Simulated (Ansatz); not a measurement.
# Li2HgF4 (built on the sites of a database entry of Cs2HgF4): a soft mode frozen in, part 3 of 3

Aim: this structure of Li2HgF4 (built on the sites of a database entry of Cs2HgF4) is to be tested for unstable modes, and one is followed downhill.

Ansatz 0.2.0; DFT PBEsol, scalar-relativistic, plane waves, PAW.

So far. Step 5 (Energy along the mode, all amplitudes (two of the runs …): The lowest of the steps tried is the last one, at 0.6 Å, 89.4 meV/atom below the parent; the bottom of the well need not coincide with a step. Step 7 (The new phase in its own primitive cell): The largest force component left is 0.56 meV/Å and the pressure is -0.003 GPa, within the tolerances set. The cell now holds 12.28 Å³/atom. The relaxed cell has a, b, c = 3.354, 9.481, 5.406 Å (conventional setting).

The structure was built from a prototype and need not be the compound's stable phase.

## Step 8: Modes of the new phase

A relaxed structure may still be a saddle point, so its zone-centre modes are computed. The response to a homogeneous field gives the Born charges and the dielectric tensor.

File input.yaml:

```yaml
crystal:
  lattice:
    - [-1.6771423278, 4.7404012709, 2.7029450247]
    - [1.6771423278, -4.7404012709, 2.7029450247]
    - [1.6771423278, 4.7404012709, -2.7029450247]
  atoms:
    - { symbol: Li, position: [0.5161771983, 0.1890728832, 0.3271043151] }
    - { symbol: Li, position: [0.861968568, 0.1890728832, 0.6728956849] }
    - { symbol: Hg, position: [0.1236162566, 0.1236162566, 0.0] }
    - { symbol: F, position: [0.1170754836, 0.8923360992, 0.2247393844] }
    - { symbol: F, position: [0.6675967148, 0.8923360992, 0.7752606156] }
    - { symbol: F, position: [0.4982929917, 0.4982929917, 0.0] }
    - { symbol: F, position: [0.8547606692, 0.3547606692, 0.5] }
kpoints:
  mp_grid: { grid: [8, 8, 8] }
hamiltonian:
  xc: pbesol
scf:
  occupations: { method: fixed }
output:
  eigenvalues: true
phonons:
  method: dfpt
  dielectric: true
  rigid_motions: translations
```

Run with:

```bash
> ansatz run input.yaml --threads 8 --pin off --max-ram 14336MiB --backend cpu --events-out ev --progress --plain --runs-dir out
```

Numbers of over 12 decimals in the logs are rounded to 6 here.

The log of the run:

```text
[...]
Crystal: 7 atoms, lattice volume = 85.957 Å³
Basis set: ecut = 420 eV, 1691 PW (Γ), exchange–correlation on 80×80×80 points (8 copies of the dense FFT grid, shifted against one another)
Bands: 34, of which v1, the nominal top of the filled ones, is band 27 counted from 1 (26 counted from 0)
Symmetry: 4 space group operations
k-points: 260 of 512 (irreducible under 1 space group operation, time reversal used)
[...]
SCF iter   1: F=—  HF=-17279.768390 eV  |F-HF|=—  |Δ(HF+E_count)|=         —  Δρ=1.48e-2  dr2=1.26e-1  ethr=1.77e-3  ⟨swp⟩=4.9  Hψ=31003  notcnv=0  defer=1299
[...]
SCF iter  11: F=-17279.734154 eV  HF=-17279.734154 eV  |F-HF|=5.46e-11  |Δ(HF+E_count)|=  9.82e-11  Δρ=3.78e-7  dr2=7.14e-11  ethr=1.00e-12  ⟨swp⟩=11.5  Hψ=49373  notcnv=0
SCF 1 converged in 11 iterations: F = -17279.734154 eV  dr2 = 7.14e-11
[...]
NSCF: frozen V_eff on 4 k-points
DFPT response loops at Γ: preconditioner auto → Resta (q_TF=auto, 2.525 Å⁻¹)  ε∞=5.3 (no band partly filled); β = 1.00, the filter's whole step (`scf.mixing.beta` (0.50) is not read by the response loops at its default; to damp them type it under 1.00, their step now; it binds the ground state too); Broyden in place of MSR1
── the response to a field inside a basis, on 8×8×8 k-points: an SCF that follows is theirs, and a resumed run solves both again ──
Bands: 28, of which v1, the nominal top of the filled ones, is band 27 counted from 1 (26 counted from 0)
k-points: 94 of 512 (time reversal used)
[...]
Eigensolver: Dense (94 Hₖ)
SCF iter   1: F=—  HF=-17279.697435 eV  |F-HF|=—  |Δ(HF+E_count)|=         —  Δρ=5.95e-4  dr2=6.57e-5  ethr=1.00e-1
[...]
SCF iter   5: F=-17279.697432 eV  HF=-17279.697432 eV  |F-HF|=6.76e-9  |Δ(HF+E_count)|=   4.53e-9  Δρ=8.10e-6  dr2=3.83e-8  ethr=3.07e-10
SCF 1 converged in 5 iterations: F = -17279.697432 eV  dr2 = 3.83e-8
[...]
SCF converged after 11 iterations
Free energy (F): -17279.734154 eV
[...]
Internal energy: -17279.734154 eV  (E = F + TS)
E sigma→0 (E₀):  -17279.734154 eV
Fermi energy:    2.990831 eV
[...]
--- Band table (eV; the first three rows and the last of 260) ---
  k-point 0: bands = [... 23 lower, 2.2839, 2.4334, 2.6703, 2.9908, 5.1550, 11.9010, 12.9638, 14.0873, ... 3 higher]
  k-point 1: bands = [... 23 lower, 2.3220, 2.3950, 2.6282, 2.8314, 5.5230, 11.8788, 13.1597, 14.1741, ... 3 higher]
  k-point 2: bands = [... 23 lower, 2.1368, 2.2748, 2.5512, 2.7486, 6.3598, 11.9686, 12.8081, 13.9676, ... 3 higher]
  k-point 259: bands = [... 23 lower, 2.1984, 2.2570, 2.4249, 2.9686, 6.2976, 9.3846, 12.1809, 15.2391, ... 3 higher]
[...]
ASR residual: 2.834e-4 → 0.000e0 eV/Å²; symmetrization residual: 1.729e-6 eV/Å²
  ASR residual per site (eV/Å²): 8.99e-6 8.99e-6 2.68e-5 2.40e-4 2.40e-4 2.83e-4 2.35e-4
[...]
ε∞ (high-frequency dielectric tensor):
        2.754038     0.000000     0.000000
        0.000000     2.741192     0.000000
        0.000000     0.000000     2.950650
[...]
Born effective charges Z* (e; rows j = field, columns β = displacement):
    site 0:
         1.04534    0.00000    0.00000
         0.00000    1.07491    0.16678
         0.00000    0.01133    1.13390
    site 1:
         1.04534   -0.00000    0.00000
        -0.00000    1.07491   -0.16678
         0.00000   -0.01133    1.13390
    site 2:
         2.42010    0.00000    0.00000
         0.00000    2.17292    0.00000
         0.00000   -0.00000    2.57718
    site 3:
        -0.97742    0.00000   -0.00000
         0.00000   -1.38885    0.24788
        -0.00000    0.21960   -1.10725
    site 4:
        -0.97742   -0.00000   -0.00000
        -0.00000   -1.38885   -0.24788
        -0.00000   -0.21960   -1.10725
    site 5:
        -0.78159    0.00000   -0.00000
        -0.00000   -0.78109   -0.00000
        -0.00000   -0.00000   -1.48256
    site 6:
        -1.77435    0.00000   -0.00000
        -0.00000   -0.76394   -0.00000
        -0.00000   -0.00000   -1.14791
  Z* charge neutrality: 2.056e-3 e pre-enforcement
  solved inside a basis spanned on kpoints, on 8×8×8 k-points, its susceptibility summed on 8×12×12: ε∞ is read to err by 7.1e-3, Z* by 2.2e-2 e (field_mesh: kpoints solves on kpoints); Z* is corrected for what the basis lacks
  optical modes at Γ without the LO–TO term, one row a degenerate level:
      ω (cm⁻¹)  modes    IR ((D/Å)²/amu)
        -97.35      1             5.9691
        -72.06      1             3.1988
         64.60      1             0.5135
         70.09      1             0.2616
        118.78      1             0.1134
        124.95      1             0.0000
        175.72      1             0.0000
        177.95      1             6.7369
        201.10      1             3.6092
        244.24      1             1.1197
        293.33      1             5.8846
        296.10      1             3.5552
        310.36      1             1.8565
        346.45      1             0.5712
        351.59      1             0.2014
        503.81      1             1.1581
[...]
optical modes at Γ + LO–TO along q̂ = [1.0000, 0.0000, 0.0000]:
      ω (cm⁻¹)  modes    IR ((D/Å)²/amu)
[...]
optical modes at Γ + LO–TO along q̂ = [0.0000, 1.0000, 0.0000]:
      ω (cm⁻¹)  modes    IR ((D/Å)²/amu)
[...]
optical modes at Γ + LO–TO along q̂ = [0.0000, 0.0000, 1.0000]:
      ω (cm⁻¹)  modes    IR ((D/Å)²/amu)
[...]
175.72      1             0.0000
        177.95      1             6.7369
        227.08      1             0.4104
        244.24      1             1.1197
        296.10      1             3.5552
        310.36      1             1.8565
        337.98      1             0.5582
        351.59      1             0.2014
        376.25      1             3.6347
        507.05      1             0.1141
        533.93      1             6.1050
        592.72      1            11.9482
```

Run time: 5.3 min. Hardware: 8 threads of Arm Neoverse V1, shared host; peak memory 3.2 GiB.

This step gave:

| Item | Value |
| --- | --- |
| sum-rule residual before enforcement | 2.83e-4 eV/Å² |
| miss of the charge sum rule | 0.002056 e |
| estimated error of the dielectric tensor | 0.007085 |
| estimated error of the Born charges | 0.02164 e |
| point group | mm2 |
| highest optical mode at the zone centre (no LO-TO term) | 533.9 cm⁻¹ |
| lowest optical zone-centre mode | -97.35 cm⁻¹ |
| mean high-frequency dielectric constant | 2.815 |
| largest Born charge (third of the trace) | 2.390 e |
| top of the zone-centre spectrum with the field | 599.2 cm⁻¹ |

Without the LO-TO term. Patterns of degenerate modes are one choice out of their space. The modes at Γ (shares of kinetic energy by element, %) (negative means imaginary):

```csv
mode,frequency (cm⁻¹),symmetry,Li %,Hg %,F %
1,-97.3,B1,10,9,82
2,-72.1,B2,6,9,85
3,0.0,acoustic,5,69,26
4,0.0,acoustic,5,69,26
5,0.0,acoustic,5,69,26
6,64.6,B2,26,21,53
7,70.1,B1,49,21,30
8,118.8,A1,13,12,75
9,125.0,A2,100,0,0
10,175.7,A2,0,0,100
11,177.9,B1,36,1,64
12,201.1,A1,38,0,62
13,244.2,B2,5,1,95
14,293.3,A1,43,3,54
15,296.1,B2,51,0,49
16,310.4,B1,0,1,99
17,346.4,A1,7,11,82
18,351.6,B2,18,0,82
19,503.8,A1,1,4,95
20,524.9,A1,93,0,7
21,533.9,B2,89,0,11
```

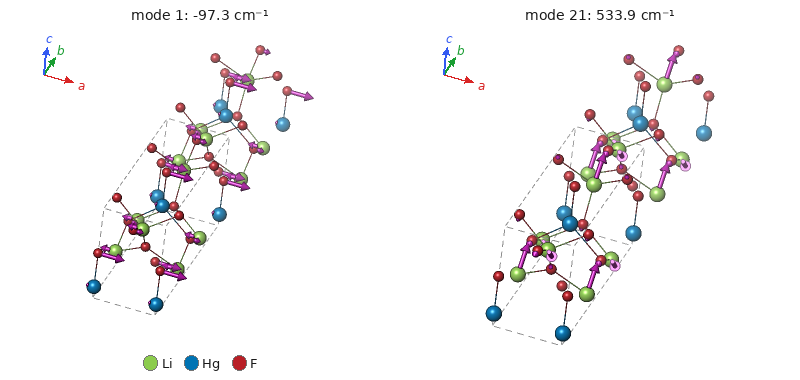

Displacement patterns of modes 1 and 21 at Γ; arrows are exaggerated. Bonds to atoms that aren't drawn are left out. 1×2×1 conventional cells are drawn. Some periodic images of atoms are drawn too.

Optical modes at the zone centre, without and with the macroscopic field of the longitudinal modes; each column is sorted by frequency, so a row need not hold one and the same mode. Modes with and without the field, by row:

```csv
rank among optical modes,no field (cm⁻¹),"q along (1, 0, 0) (cm⁻¹)","q along (0, 1, 0) (cm⁻¹)","q along (0, 0, 1) (cm⁻¹)"
1,-97.3,-72.1,-97.3,-97.3
2,-72.1,52.8,45.6,-72.1
3,64.6,64.6,70.1,64.6
4,70.1,90.4,118.8,70.1
5,118.8,118.8,121.6,120.1
6,125,125,125,125
7,175.7,175.7,175.7,175.7
8,177.9,201.1,177.9,177.9
9,201.1,244.2,201.1,227.1
10,244.2,280.2,253.6,244.2
11,293.3,293.3,293.3,296.1
12,296.1,296.1,310.4,310.4
13,310.4,346.4,341.1,338
14,346.4,351.6,346.4,351.6
15,351.6,409.3,362.5,376.2
16,503.8,503.8,503.8,507.1
17,524.9,524.9,524.9,533.9
18,533.9,533.9,599.2,592.7
```

Born charge (rows field, columns displacement) (e), principal values of the symmetric part by kind of site:

```csv
atom,atoms with these values,low,middle,high,mean
Li1,2,1.01,1.05,1.20,1.08
Hg3,1,2.17,2.42,2.58,2.39
F4,2,-1.52,-0.98,-0.98,-1.16
F6,1,-1.48,-0.78,-0.78,-1.02
F7,1,-1.77,-1.15,-0.76,-1.23
```

In full for F6:

```
-0.78  0.00  0.00
 0.00 -0.78  0.00
 0.00  0.00 -1.48
```

High-frequency dielectric tensor:

```
2.75 0.00 0.00
0.00 2.74 0.00
0.00 0.00 2.95
```

Transverse modes; imaginary modes are left out. Infrared lines, with heights relative to the strongest:

```csv
position (cm⁻¹),label,relative intensity
65,B2,7.6
70,B1,3.9
119,A1,1.7
125,A2,0.0
176,A2,0.0
178,B1,100
201,A1,54
244,B2,17
293,A1,87
296,B2,53
310,B1,28
346,A1,8.5
352,B2,3.0
504,A1,17
525,A1,79
534,B2,91
```

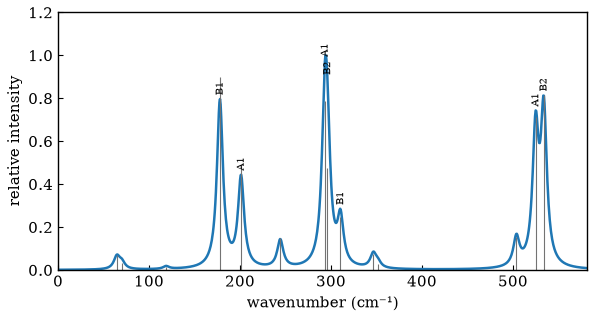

The infrared spectrum, broadened with Lorentzians of width 8 cm⁻¹; bars mark the lines.

Before it was imposed, the acoustic sum rule was missed by 2.8e-4 eV/Å² and the charge sum rule by 0.0021 e. Small misses are needed for a sound result but don't prove that mesh and cutoff are converged. The lowest optical mode is imaginary, 97.3i cm⁻¹, so the energy falls along it.

## Step 9: Outcome

```json
{
 "unstable mode of the parent": "q = (0, 0, 0), 246i cm⁻¹",
 "depth at the lowest point sampled": "89.4 meV/atom",
 "largest atomic shift at that point": "0.6 Å",
 "space group reached (within 0.01 Å)": "Imm2",
 "energy gained over the parent (first relaxation, on the mesh of the frozen mode)": "209 meV/atom",
 "volume per atom, phase reached": "12.3 Å³",
 "gap on the k-mesh, phase reached": "2.16 eV",
 "lowest optical zone-centre mode, phase reached": "-97.3 cm⁻¹",
 "highest optical mode at the zone centre (no LO-TO term), phase reached": "534 cm⁻¹"
}
```

**Reading.** Along this mode the structure falls into Imm2, 209 meV/atom below the parent. At the parent's cell the well is 89.39 meV/atom deep on the steps tried, with its lowest point at a shift of 0.6 Å. That is the last step tried, so the steps alone don't bracket the bottom of the well. Relaxing atoms and cell changes the gain by +120.07 meV/atom against the lowest step (energies at zero smearing). The new phase still has an imaginary mode at the zone centre of its cell, so it is a saddle point on the way to a lower structure. Of the 5 patterns followed to their end from this parent, this one ends 42.5 meV/atom above the lowest, Fmm2. Each path keeps the symmetry of its pattern, so a lower phase may lie along a pattern not tried. Spin-orbit coupling is left out, which can matter for the heavy elements here. The starting cell was built on a prototype and not taken from a measurement, so the phase need not exist.

[Logs are printed without paths, hosts, clocks, repeated set-up lines and the standing remarks that a program may print on its own settings, such as how far it seeks lower states.]

[Hosts, paths, dates, database ids (printed as entryN), source tags and the programs' standing remarks are cut or masked in the printed files.]
